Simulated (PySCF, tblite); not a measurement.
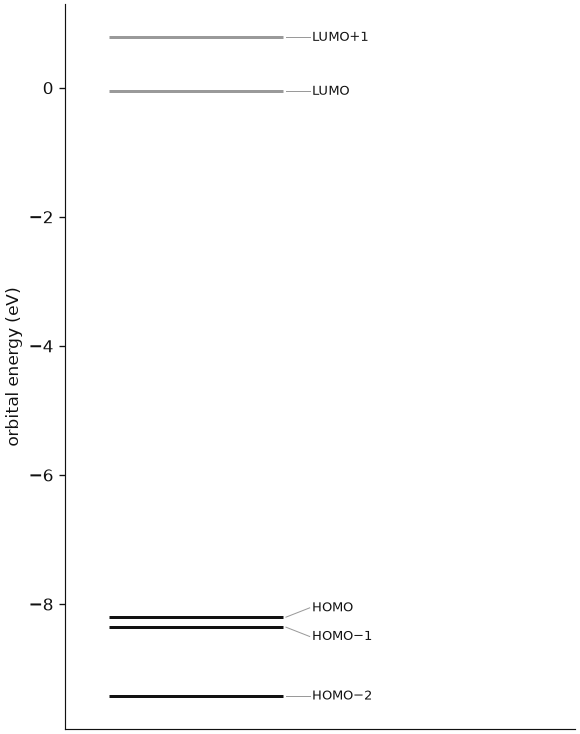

Kohn-Sham orbital energies near the frontier, CAM-B3LYP/def2-SVPD with PySCF, at a GFN2-xTB geometry (a minimum by its frequencies), isolated molecule; empty levels in grey, levels within 0.03 eV side by side.

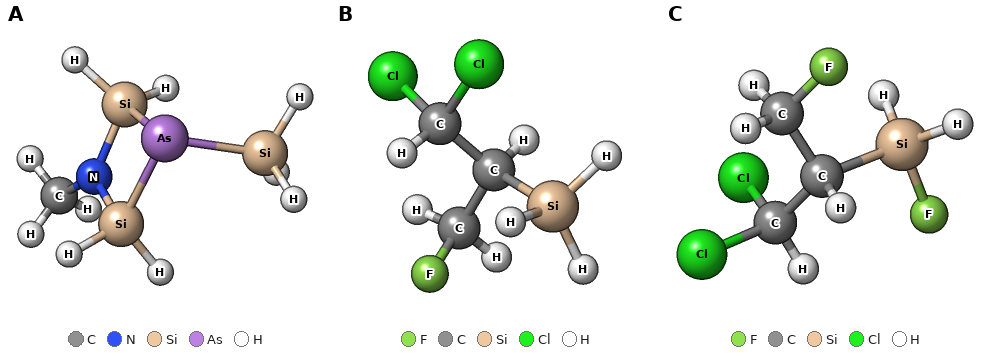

Which molecule has this level scheme? The candidates are drawn in the second picture.

Structure A, CH₁₀AsNSi₃, SMILES CN1[SiH2][As]([SiH3])[SiH2]1. HOMO −8.20 eV, LUMO −0.06 eV, separation 8.15 eV.

Note: the tight-binding geometry is rougher than a DFT one and adds to the error; empty levels above zero depend strongly on the basis.
